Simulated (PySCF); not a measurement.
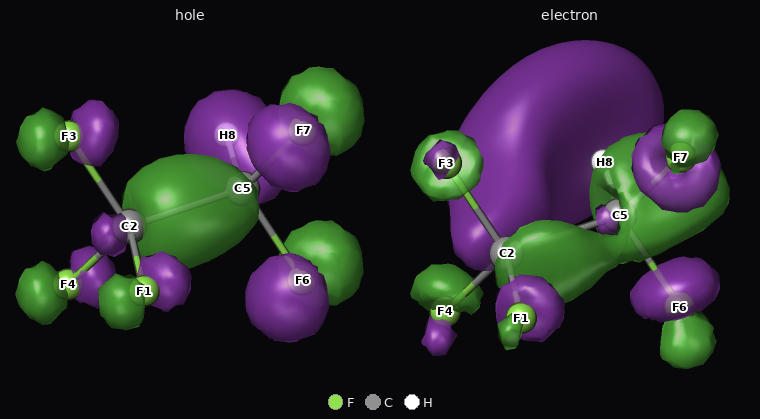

Figure. C2HF5, SMILES `FC(F)(F)C(F)F`. Leading natural transition orbital pair of S₃ (TDA singlet states); the surfaces enclose about 70 % of each orbital's density.

Computed with PySCF, CAM-B3LYP/cc-pVDZ, geometry: GFN2-xTB. No frequency check shows the geometry to be a minimum. Without diffuse functions Rydberg states are missing, so the states' numbers hold for this basis only.

Q: Where does the state lie, and where do hole and electron sit?

A: 11.81 eV (105 nm), f = 0.025; the leading pair carries 96 %; hole on F6 and F7 (21 % each), C5 (18 %) and C2 (13 %), electron on H8 (30 %), C5 (26 %) and C2 (12 %); their centroids lie 0.8 Å apart. In canonical orbitals it is mainly HOMO → LUMO+2 (85 %). The HOMO–LUMO gap is 14.55 eV.
